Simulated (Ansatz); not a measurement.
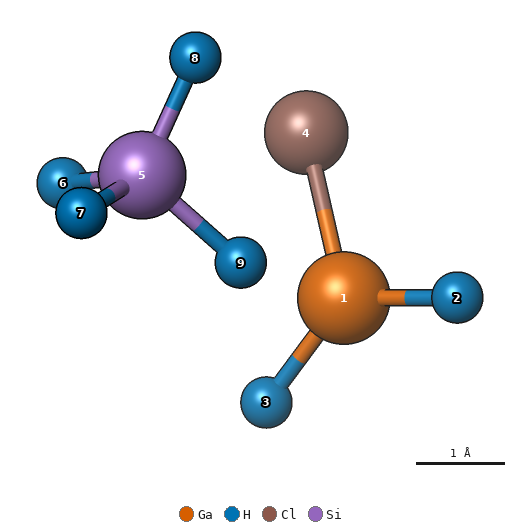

Fig. 1: The structure as given in the input (ball-and-stick view, seen at a tilt; atoms are numbered from 1 in the order of the input). Sticks mark near contacts. Bond lengths as drawn: Cl–Ga 2.19 Å, Ga–H 1.56 Å and H–Si 1.49 to 1.52 Å.

## Run report: GaSiH$_{6}$Cl, nudged elastic band

The run: nudged elastic band of GaSiH$_{6}$Cl. Method and program: RKS PBE0-D4/def2-SVP (Ansatz 0.2.0).

It belongs to a series of runs on one base structure; here: band between the two ends. Figures and captions count atoms from 1; the log counts them from 0 in places.

Input file:
```yaml
crystal:
  periodic: [false, false, false]
  atoms:
    - { symbol: Ga, position_ang: [0.002905, 0.361283, 0.168011] }
    - { symbol: H, position_ang: [0.062805, 1.185781, 1.491047] }
    - { symbol: H, position_ang: [1.108522, 0.098261, -0.901666] }
    - { symbol: Cl, position_ang: [-2.014024, -0.194289, -0.464687] }
    - { symbol: Si, position_ang: [-0.313772, -2.767496, 1.084595] }
    - { symbol: H, position_ang: [-0.457478, -3.110798, -0.353332] }
    - { symbol: H, position_ang: [0.613718, -3.716927, 1.768221] }
    - { symbol: H, position_ang: [-1.615808, -2.676214, 1.794585] }
    - { symbol: H, position_ang: [0.366732, -1.413103, 1.190725] }
basis:
  gaussian: { orbitals: def2-SVP }
hamiltonian:
  xc: pbe0
  dispersion: d4
neb:
  order_check: false
  images: 5
  f_tol: 0.05
  max_iterations: 60
  final_atoms:
    - { symbol: Ga, position_ang: [-0.11197207, -0.67279461, -0.24894285] }
    - { symbol: H, position_ang: [0.43540269, 0.61124843, 1.80299921] }
    - { symbol: H, position_ang: [1.14989405, 0.14012131, -0.69683571] }
    - { symbol: Cl, position_ang: [-1.98803368, 0.27422708, -0.79905593] }
    - { symbol: Si, position_ang: [-0.34957546, -2.84467381, 0.74953587] }
    - { symbol: H, position_ang: [-0.80699681, -3.82029983, -0.28811334] }
    - { symbol: H, position_ang: [0.9424354, -3.33037129, 1.32634823] }
    - { symbol: H, position_ang: [-1.37177483, -2.79514487, 1.83974574] }
    - { symbol: H, position_ang: [-0.14577929, 0.20418559, 2.09181779] }
  initial_path:
    images:
      - { positions_ang: [[0.002905, 0.361283, 0.168011], [0.062805, 1.185781, 1.491047], [1.108522, 0.098261, -0.901666], [-2.014024, -0.194289, -0.464687], [-0.313772, -2.767496, 1.084595], [-0.457478, -3.110798, -0.353332], [0.613718, -3.716927, 1.768221], [-1.615808, -2.676214, 1.794585], [0.366732, -1.413103, 1.190725]] }
      - { positions_ang: [[-0.00624786, 0.23525254, 0.09767167], [0.05733501, 0.80112832, 1.61905309], [1.17405135, 0.05307306, -0.89359733], [-2.01082107, -0.14429416, -0.67319177], [-0.31893968, -2.6676167, 1.00991086], [-0.62210896, -3.17171203, -0.29238503], [0.73408043, -3.48625176, 1.5814846], [-1.47078107, -2.60008629, 1.87851971], [0.21703186, -1.25299499, 1.4500332]] }
      - { positions_ang: [[-0.01540072, 0.10922208, 0.02733233], [0.05186502, 0.41647565, 1.74705919], [1.2395807, 0.00788512, -0.88552865], [-2.00761815, -0.09429932, -0.88169654], [-0.32410736, -2.5677374, 0.93522672], [-0.78673993, -3.23262605, -0.23143807], [0.85444286, -3.25557653, 1.3947482], [-1.32575414, -2.52395858, 1.96245442], [0.06733172, -1.09288697, 1.7093414]] }
      - { positions_ang: [[-0.02455359, -0.01680838, -0.043007], [0.04639503, 0.03182297, 1.87506528], [1.30511004, -0.03730282, -0.87745998], [-2.00441522, -0.04430448, -1.09020131], [-0.32927504, -2.46785809, 0.86054258], [-0.95137089, -3.29354008, -0.1704911], [0.9748053, -3.02490129, 1.2080118], [-1.18072721, -2.44783087, 2.04638914], [-0.08236843, -0.93277896, 1.9686496]] }
      - { positions_ang: [[-0.05369308, -0.23547046, -0.11165229], [0.17606425, 0.22496479, 1.85104326], [1.25337138, 0.02183856, -0.81725189], [-1.9989547, 0.0618727, -0.99315285], [-0.33604185, -2.59346333, 0.82354035], [-0.9032462, -3.46912667, -0.20969851], [0.96401533, -3.12672462, 1.24745727], [-1.24440975, -2.5636022, 1.977508], [-0.10350538, -0.55379078, 2.00970566]] }
      - { positions_ang: [[-0.08283258, -0.45413253, -0.18029757], [0.30573347, 0.41810661, 1.82702123], [1.20163271, 0.08097993, -0.7570438], [-1.99349419, 0.16804989, -0.89610439], [-0.34280865, -2.71906857, 0.78653811], [-0.85512151, -3.64471325, -0.24890593], [0.95322537, -3.22854796, 1.28690275], [-1.30809229, -2.67937354, 1.90862687], [-0.12464233, -0.17480259, 2.05076173]] }
      - { positions_ang: [[-0.11197207, -0.67279461, -0.24894285], [0.43540269, 0.61124843, 1.80299921], [1.14989405, 0.14012131, -0.69683571], [-1.98803368, 0.27422708, -0.79905593], [-0.34957546, -2.84467381, 0.74953587], [-0.80699681, -3.82029983, -0.28811334], [0.9424354, -3.33037129, 1.32634823], [-1.37177483, -2.79514487, 1.83974574], [-0.14577929, 0.20418559, 2.09181779]] }
```

Run on 2 threads of Intel Xeon @ 2.90GHz (Ice Lake), 32 GiB of memory available, shared host.

Run as:
```bash
ansatz run input.yaml --threads 2 --pin off --max-ram 3072MiB --backend cpu --events-out ev --progress --plain --runs-dir out
```

Log:
```
Engine: ansatz 0.2.0, x86_64-unknown-linux-gnu
Functional definition: PBE0
  parameter a = 0.25
  parameter kappa = 0.804
  parameter beta = 0.06672455060314922
  exchange = (1 - a)*pbe_x(kappa = kappa, mu = beta*pi^2/3) + a*exact_x
  correlation = pbe_c(beta = beta)
1016 factors; integrals over basis functions are off by at most 2.9e-4 eV
mean field evaluation 1: about -72848.2425 eV, gradient 2.2e1 eV
mean field evaluation 2: about -72848.1350 eV, gradient 2.6e1 eV
mean field evaluation 4: about -72849.0269 eV, gradient 2.6e-1 eV
mean field evaluation 8: about -72849.0261 eV, gradient 1.4e-2 eV
mean field -72849.02612718 eV, -2677.1523313305 hartree, gradient 2.2e-5 eV, S^2 0.000000; 0 other end points of the search recorded, 0 dependent functions left out
the calculation of the forces begins
reference -72849.02615849 eV, -2677.1523324810 hartree; 34, 34 occupied and 64, 64 virtual orbitals, 1016 factors
1018 factors; integrals over basis functions are off by at most 2.9e-4 eV
mean field evaluation 16: about -72847.7231 eV, gradient 2.8e1 eV
mean field -72848.90626196 eV, -2677.1479263648 hartree, gradient 2.9e-5 eV, S^2 0.000000; 0 other end points of the search recorded, 0 dependent functions left out
[... from here on the field's lines of each further geometry are left out, up to the last ...]
NEB iter   1: max|band force component| = 2.459e0 eV/Å  barrier→ = 2.9131 eV  barrier← = 2.7881 eV  Δτ_max = 0.2000 Å  (165 SCF iters)
NEB iter   2: max|band force component| = 1.739e0 eV/Å  barrier→ = 2.3854 eV  barrier← = 2.2604 eV  Δτ_max = 0.2000 Å  (134 SCF iters)
NEB iter   3: max|band force component| = 1.207e0 eV/Å  barrier→ = 1.7364 eV  barrier← = 1.6114 eV  Δτ_max = 0.2000 Å  (126 SCF iters)
NEB iter   4: max|band force component| = 2.368e0 eV/Å  barrier→ = 1.7993 eV  barrier← = 1.6743 eV  Δτ_max = 0.0960 Å  (120 SCF iters)
NEB iter   5: max|band force component| = 8.669e-1 eV/Å  barrier→ = 1.4949 eV  barrier← = 1.3699 eV  Δτ_max = 0.1342 Å  (117 SCF iters)
NEB iter   6: max|band force component| = 1.051e0 eV/Å  barrier→ = 1.3289 eV  barrier← = 1.2039 eV  CI = image 3  Δτ_max = 0.1848 Å  (116 SCF iters)
NEB iter   7: max|band force component| = 4.602e-1 eV/Å  barrier→ = 1.5228 eV  barrier← = 1.3978 eV  CI = image 3  Δτ_max = 0.0463 Å  (118 SCF iters)
NEB iter   8: max|band force component| = 7.165e-2 eV/Å  barrier→ = 1.5234 eV  barrier← = 1.3984 eV  CI = image 3  Δτ_max = 0.0536 Å  (114 SCF iters)
NEB iter   9: max|band force component| = 5.982e-2 eV/Å  barrier→ = 1.5217 eV  barrier← = 1.3967 eV  CI = image 3  Δτ_max = 0.0628 Å  (112 SCF iters)
NEB iter  10: max|band force component| = 8.284e-2 eV/Å  barrier→ = 1.5202 eV  barrier← = 1.3952 eV  CI = image 3  Δτ_max = 0.0184 Å  (111 SCF iters)
the calculation of the forces begins
reference -72848.86041632 eV, -2677.1462415685 hartree; 34, 34 occupied and 64, 64 virtual orbitals, 1017 factors
1018 factors; integrals over basis functions are off by at most 9.2e-4 eV
mean field evaluation 448: about -72847.4961 eV, gradient 1.7e0 eV
mean field -72847.50256840 eV, -2677.0963415781 hartree, gradient 5.6e-5 eV, S^2 0.000000; 1 other end points of the search recorded, 0 dependent functions left out
the calculation of the forces begins
reference -72847.50259842 eV, -2677.0963426813 hartree; 34, 34 occupied and 64, 64 virtual orbitals, 1018 factors
NEB iter  11: max|band force component| = 3.795e-2 eV/Å  barrier→ = 1.5194 eV  barrier← = 1.3944 eV  CI = image 3  Δτ_max = 0.0000 Å  (231 SCF iters)
```

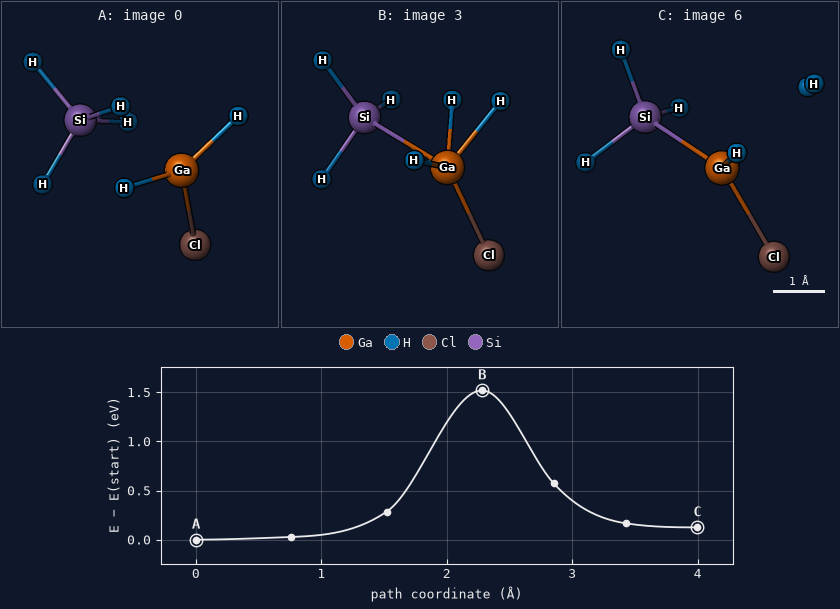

Fig. 2: Images of the last band (counted from 0; ball-and-stick, seen at a tilt) above the energy along the path; the line is a cubic interpolation that uses the forces. The highest image is number 3, 1.519 eV above the start and 1.394 eV above the end (the climbing image); the end lies 0.125 eV above the start. The path is 4.00 Å long. The band converged in 11 iterations.

```
Total energy: -72847.68111513 eV, -2677.1029030494 hartree
Atom 0 at    -0.063374    -0.191830    -0.025336 Å, force    -0.036540    -0.015575     0.038647 eV/Å
Atom 1 at     0.039645     0.407177     1.577009 Å, force     0.002100    -0.012364     0.006476 eV/Å
Atom 2 at     1.293599    -0.102680    -0.744882 Å, force     0.020930     0.003250    -0.019321 eV/Å
Atom 3 at    -2.042838     0.253260    -0.749674 Å, force     0.011494    -0.005324    -0.002506 eV/Å
Atom 4 at    -0.292589    -2.591807     0.986958 Å, force    -0.010484     0.012925     0.015134 eV/Å
Atom 5 at    -0.771241    -3.248043    -0.269297 Å, force     0.002480     0.006279    -0.001559 eV/Å
Atom 6 at     1.014972    -3.188696     1.396103 Å, force    -0.001790     0.008224    -0.001103 eV/Å
Atom 7 at    -1.308688    -2.826980     2.057823 Å, force     0.003559    -0.001886    -0.007452 eV/Å
Atom 8 at    -0.115887    -0.743902     1.548796 Å, force     0.008253     0.004471    -0.028317 eV/Å
Dipole moment:     0.325971    -0.138066     0.202593 e Å
this run last wrote the band of iteration 11 to [file]
```

The last band as extended XYZ (Å, eV, eV/Å):
```
9
Properties=species:S:1:pos:R:3:forces:R:3 image=0 energy=-72849.20044
Ga    0.0029    0.3613    0.1680   -0.0126  -0.0100  -0.0068
H     0.0628    1.1858    1.4910    0.0022  -0.0077  -0.0092
H     1.1085    0.0983   -0.9017   -0.0139   0.0104   0.0098
Cl   -2.0140   -0.1943   -0.4647    0.0197   0.0052   0.0054
Si   -0.3138   -2.7675    1.0846    0.0111   0.0057  -0.0022
H    -0.4575   -3.1108   -0.3533   -0.0012  -0.0003   0.0093
H     0.6137   -3.7169    1.7682   -0.0182   0.0156  -0.0022
H    -1.6158   -2.6762    1.7946    0.0131   0.0013  -0.0076
H     0.3667   -1.4131    1.1907   -0.0002  -0.0202   0.0035
9
Properties=species:S:1:pos:R:3:forces:R:3 image=1 energy=-72849.17281
Ga    0.0182    0.3383    0.1287   -0.0030   0.0151   0.0047
H     0.0633    1.1997    1.4280    0.0047   0.0350  -0.0087
H     1.1847   -0.1085   -0.8073   -0.0086   0.0064  -0.0055
Cl   -1.9773    0.0085   -0.6813    0.0001  -0.0157   0.0141
Si   -0.3249   -2.7709    1.1237    0.0009  -0.0037   0.0059
H    -0.6274   -3.0005   -0.3113    0.0114   0.0059  -0.0054
H     0.8478   -3.5752    1.5674   -0.0117  -0.0251   0.0135
H    -1.5089   -2.9984    1.9943   -0.0113  -0.0034  -0.0105
H     0.0781   -1.3266    1.3353    0.0175  -0.0145  -0.0081
9
Properties=species:S:1:pos:R:3:forces:R:3 image=2 energy=-72848.91528
Ga   -0.0030    0.1576    0.0787    0.0840   0.4897   0.1571
H     0.0589    0.7568    1.5220    0.0371   0.4875  -0.0746
H     1.2385   -0.1900   -0.7977   -0.0993  -0.1166  -0.0925
Cl   -1.9858    0.1892   -0.8072    0.0459  -0.0880  -0.0540
Si   -0.3133   -2.6704    1.1087   -0.0244  -0.1112   0.1679
H    -0.7357   -3.0858   -0.2582    0.0417   0.2325   0.0168
H     1.0098   -3.2548    1.4500    0.0081  -0.0911   0.0504
H    -1.3693   -2.9670    2.1059   -0.0610  -0.2047   0.0755
H    -0.1465   -1.1692    1.3753   -0.0321  -0.5982  -0.2466
9
Properties=species:S:1:pos:R:3:forces:R:3 image=3 energy=-72847.68109
Ga   -0.0634   -0.1918   -0.0253   -0.0365  -0.0156   0.0386
H     0.0396    0.4072    1.5770    0.0021  -0.0124   0.0065
H     1.2936   -0.1027   -0.7449    0.0209   0.0032  -0.0193
Cl   -2.0428    0.2533   -0.7497    0.0115  -0.0053  -0.0025
Si   -0.2926   -2.5918    0.9870   -0.0105   0.0129   0.0151
H    -0.7712   -3.2480   -0.2693    0.0025   0.0063  -0.0016
H     1.0150   -3.1887    1.3961   -0.0018   0.0082  -0.0011
H    -1.3087   -2.8270    2.0578    0.0036  -0.0019  -0.0075
H    -0.1159   -0.7439    1.5488    0.0083   0.0045  -0.0283
9
Properties=species:S:1:pos:R:3:forces:R:3 image=4 energy=-72848.62860
Ga   -0.0836   -0.4822   -0.1440   -0.0923  -0.7585  -0.3279
H     0.0570    0.3866    1.6890    0.0190  -0.0800   0.2971
H     1.2730    0.0076   -0.7281   -0.0616   0.3057   0.0431
Cl   -2.0059    0.3270   -0.7400    0.1091   0.1519   0.0170
Si   -0.3116   -2.6565    0.8842   -0.0328  -0.1617  -0.2545
H    -0.8066   -3.4243   -0.2847   -0.0674  -0.4763  -0.0372
H     0.9975   -3.2037    1.3688   -0.0304  -0.0176  -0.0601
H    -1.2969   -2.7778    2.0125    0.0422   0.1225  -0.1198
H    -0.0693   -0.4103    1.7198    0.1142   0.9141   0.4423
9
Properties=species:S:1:pos:R:3:forces:R:3 image=5 energy=-72849.03346
Ga   -0.0883   -0.6169   -0.2297   -0.0087  -0.0355  -0.0461
H     0.1320    0.5590    1.7679    0.0347   0.0721   0.0354
H     1.2088    0.1174   -0.7127   -0.0464   0.0395   0.0130
Cl   -1.9523    0.3640   -0.7721    0.0387   0.0024  -0.0056
Si   -0.3372   -2.7735    0.7872   -0.0052  -0.0436  -0.0388
H    -0.8417   -3.7131   -0.2558   -0.0112  -0.1234   0.0089
H     0.9714   -3.2684    1.3197   -0.0082  -0.0266  -0.0239
H    -1.3124   -2.7310    1.9225   -0.0046   0.0145  -0.0394
H    -0.0267   -0.1710    1.9504    0.0109   0.1005   0.0965
9
Properties=species:S:1:pos:R:3:forces:R:3 image=6 energy=-72849.07544
Ga   -0.1120   -0.6728   -0.2489   -0.0016  -0.0050  -0.0044
H     0.4354    0.6112    1.8030   -0.0075  -0.0013   0.0144
H     1.1499    0.1401   -0.6968    0.0037  -0.0019   0.0045
Cl   -1.9880    0.2742   -0.7991   -0.0049   0.0007   0.0021
Si   -0.3496   -2.8447    0.7495   -0.0033  -0.0038  -0.0072
H    -0.8070   -3.8203   -0.2881    0.0030  -0.0013   0.0026
H     0.9424   -3.3304    1.3263    0.0016   0.0009  -0.0017
H    -1.3718   -2.7951    1.8397   -0.0026   0.0001   0.0014
H    -0.1458    0.2042    2.0918    0.0115   0.0117  -0.0117
```

Results in brief:

| quantity | value |
| --- | --- |
| outcome | converged |
| barrier, forward | 1.519 eV |
| barrier, backward | 1.394 eV |
| wall time | 1.9 min (CPU time 3.7 min) |
| peak memory | 0.25 GiB |

Remarks:

The order of the saddle point was not checked.
